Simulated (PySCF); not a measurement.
**One shape, several levels: CH5BBrN (SMILES CNBBr)**

We compute a comparison of 4 runs (HF/3-21G, HF/cc-pVDZ, HF/def2-TZVP, PBE/aug-cc-pVDZ) of CH5BBrN. The job is set up through a Python script.

The results are computed with PySCF 2.14.0.

1 further run of the same task is left out (set aside as unsound or not needed).

**1. The system as given**

CH5BBrN has 9 atoms, charge 0, and is taken as a singlet. SMILES: `CNBBr`. The shape is that of a PBE0-D4/def2-TZVP optimisation. This is one conformer, not always the lowest.

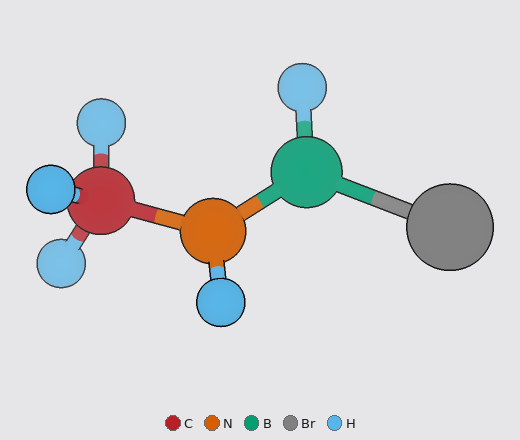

Viewed from a chosen angle; carbon red, nitrogen orange, boron teal, bromine grey, hydrogen blue.

**2. Energy and gradient at HF/3-21G (run 1)**

run.py reads:

```python
# CNBBr
from pyscf import gto

molecule = gto.M(
    atom='''
C     -0.157000     1.196200    -0.036000
N     -0.386500    -0.220200     0.139000
B      0.536100    -1.220300    -0.080400
Br     0.029700    -3.063700     0.213000
H     -0.300600     1.741100     0.901300
H     -0.831400     1.618800    -0.786100
H      0.868000     1.354400    -0.369900
H     -1.314400    -0.465500     0.449900
H      1.644500    -0.987200    -0.447800
''',
    basis='3-21g',
    verbose=3,
    max_memory=1860,
)

mf = molecule.RHF()
mf.conv_tol = 1e-10
mf.kernel()
if not mf.converged:
    mf = mf.newton().run(mf.mo_coeff, mf.mo_occ)

e_final = mf.e_tot
print(f'total energy: {e_final:.8f} hartree')
grad = mf.nuc_grad_method().kernel()
mf.analyze()
```

Run with:

```
$ OMP_NUM_THREADS=1 python run.py
```

Standard output:

```text
converged SCF energy = -2679.36916828999
[... 18 lines left out ...]
MO #9   energy= -7.60940862564     occ= 2
[... 9 lines left out ...]
MO #19  energy= -1.00005626379634  occ= 2
[... 9 lines left out ...]
MO #29  energy= -0.38099052555487  occ= 2
[... 9 lines left out ...]
MO #39  energy= 0.658302559611213  occ= 0
[... 9 lines left out ...]
MO #49  energy= 1.11754305830707   occ= 0
[... 9 lines left out ...]
MO #59  energy= 2.85189489187459   occ= 0
[... 10 lines left out ...]
Dipole moment(X, Y, Z, Debye): -0.91422,  3.46515,  0.03833
```

Run time: 4.8 s. Hardware: 1 thread of Intel Xeon at 2.70GHz, shared host; peak memory 0.13 GiB.

**3. Energy and forces at HF/cc-pVDZ (run 2)**

input.py reads:

```python
from pyscf import gto

mol = gto.Mole()
mol.atom = [
    ('C', (-0.157000, 1.196200, -0.036000)),
    ('N', (-0.386500, -0.220200, 0.139000)),
    ('B', (0.536100, -1.220300, -0.080400)),
    ('Br', (0.029700, -3.063700, 0.213000)),
    ('H', (-0.300600, 1.741100, 0.901300)),
    ('H', (-0.831400, 1.618800, -0.786100)),
    ('H', (0.868000, 1.354400, -0.369900)),
    ('H', (-1.314400, -0.465500, 0.449900)),
    ('H', (1.644500, -0.987200, -0.447800)),
]
mol.basis = 'cc-pvdz'
mol.max_memory = 1860
mol.charge = 0
mol.verbose = 3
mol.spin = 0
mol.build()

calc0 = mol.RHF()
calc0.conv_tol = 1e-10
calc0.kernel()
if not calc0.converged:
    calc0 = calc0.newton().run(calc0.mo_coeff, calc0.mo_occ)

e_tot = calc0.e_tot
print('E = %.10f Eh' % e_tot)
grad = calc0.nuc_grad_method().kernel()
calc0.analyze()
```

Run with:

```
$ OMP_NUM_THREADS=1 python input.py
```

Standard output:

```text
converged SCF energy = -2692.38584143402
[... 23 lines left out ...]
MO #14  energy= -3.17641027028482  occ= 2
[... 15 lines left out ...]
MO #30  energy= 0.146064927897159  occ= 0
[... 15 lines left out ...]
MO #46  energy= 0.691404038693769  occ= 0
[... 15 lines left out ...]
MO #62  energy= 1.18201643358078   occ= 0
[... 15 lines left out ...]
MO #78  energy= 1.96870166700357   occ= 0
[... 15 lines left out ...]
MO #94  energy= 3.36235077807203   occ= 0
[... 10 lines left out ...]
Dipole moment(X, Y, Z, Debye): -0.83550,  3.09450,  0.04026
```

Wall time 23 s (1 thread of Intel Xeon at 2.70GHz, shared host); peak memory 0.19 GiB.

Run 3 isn't shown in full; the table further down has it.

**4. Energy and gradient at PBE/aug-cc-pVDZ (run 4)**

calc.py reads:

```python
# CNBBr
from pyscf import gto, dft

system = gto.Mole()
system.atom = '''
C     -0.296687     2.260490    -0.068030
N     -0.730379    -0.416118     0.262672
B      1.013082    -2.306033    -0.151934
Br     0.056125    -5.789554     0.402512
H     -0.568052     3.290202     1.703210
H     -1.571118     3.059089    -1.485514
H      1.640282     2.559445    -0.699010
H     -2.483856    -0.879668     0.850188
H      3.107655    -1.865538    -0.846219
'''
system.basis = 'aug-cc-pvdz'
system.spin = 0
system.verbose = 3
system.unit = 'bohr'
system.max_memory = 1860
system.build()

mf = dft.RKS(system)
mf.xc = 'pbe'
mf.conv_tol = 1e-10
mf.grids.level = 5
mf.kernel()
if not mf.converged:
    mf = mf.newton().run(mf.mo_coeff, mf.mo_occ)

etot = mf.e_tot
print('E = %.10f Eh' % etot)
grad = mf.nuc_grad_method().kernel()
dip = mf.dip_moment()
pop, q = mf.mulliken_pop()
```

Run with:

```
$ OMP_NUM_THREADS=1 python calc.py
```

Standard output:

```text
converged SCF energy = -2694.3786459184
[... 9 lines left out ...]
Dipole moment(X, Y, Z, Debye): -0.97610,  2.94516,  0.09548
[... 160 lines left out ...]
charge of    8H =      0.56688
```

Run time: 1.9 min. Hardware: 1 thread of Intel Xeon at 2.70GHz, shared host; peak memory 1.8 GiB.

**5. Overview of the runs**

```
run            level  integration grid   energy (Eh)  dipole moment (D)  HOMO energy (eV)  LUMO energy (eV)  wall time
  1         HF/3-21G                 –  -2679.369168               3.58            -10.37              4.34      4.8 s
  2       HF/cc-pVDZ                 –  -2692.385841               3.21            -10.54              3.97       23 s
  3     HF/def2-TZVP                 –  -2692.452236               3.07            -10.65              3.31       64 s
  4  PBE/aug-cc-pVDZ                 5  -2694.378646               3.10             -6.43             -0.99    1.9 min
```

**6. Summary of results**

```
                       quantity           value
            run 4: total energy  -2694.37865 Eh
           run 4: dipole moment          3.10 D
             run 4: HOMO energy        -6.43 eV
             run 4: LUMO energy        -0.99 eV
           run 4: HOMO–LUMO gap         5.44 eV
run 4: largest force on an atom      0.564 eV/Å
```

What this shows: The dipole moment (its size) runs from 3.07 D (HF/def2-TZVP) to 3.58 D (HF/3-21G). The HOMO–LUMO gap runs from 5.44 eV (PBE/aug-cc-pVDZ) to 14.71 eV (HF/3-21G). The two ends differ in method and basis. All runs together took 3.4 min, the longest 1.9 min.
